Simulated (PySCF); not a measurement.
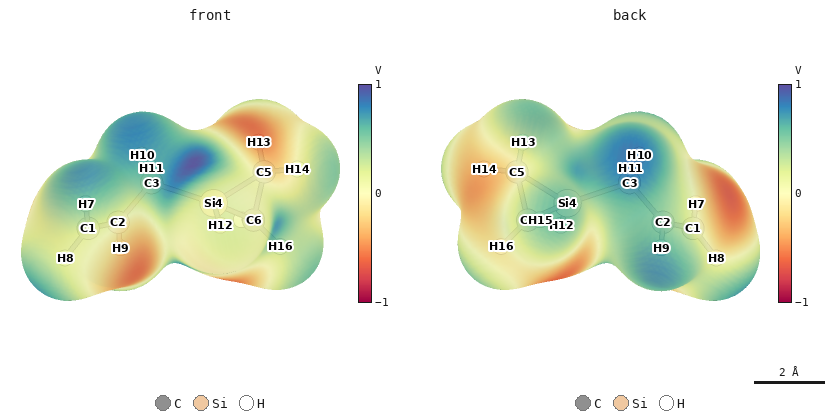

C5H10Si (SMILES C=CC[SiH]1CC1). The electrostatic potential painted on the density surface at 0.002 e/bohr³, seen from the front and from behind; the colour scale runs from red (negative) to blue (positive).

Geometry: GFN2-xTB.

Method: CAM-B3LYP/def2-SVPD, SCF density, gas phase (PySCF).

Input

```
{"job": {"kind": "uv", "xc": "CAM-B3LYP", "basis": "def2-SVPD", "nstates": 8, "ntriplets": 3}, "charge": 0, "multiplicity": 1}
C      2.734831    -1.267594     0.398345
C      1.485544    -1.288184    -0.029424
C      0.320462    -0.771327     0.737664
Si    -0.284300     0.877566     0.004403
C     -2.103826     1.331609     0.171684
C     -1.696424     0.874641    -1.241956
H      2.990944    -0.883964     1.372752
H      3.551814    -1.635751    -0.198233
H      1.255792    -1.674428    -1.014022
H      0.598834    -0.628220     1.782130
H     -0.495990    -1.493963     0.705398
H      0.711196     1.936507    -0.064830
H     -2.794966     0.684211     0.692839
H     -2.396344     2.367415     0.261116
H     -2.139102    -0.052551    -1.579379
H     -1.746064     1.632976    -2.009899
```

Launched as:

```sh
OMP_NUM_THREADS=1 python probes_run.py task.json out
```

### Which sites attract a positive test charge, and which a negative one?

A positive charge is drawn to the negative regions and a negative charge to the positive ones. The most negative region (about −0.6 V) lies over the π face of C1, C2, C5 and C6, the most positive (about +0.9 V) over Si4.

### How polar is the molecule by this calculation?

Its dipole moment is 0.46 D.
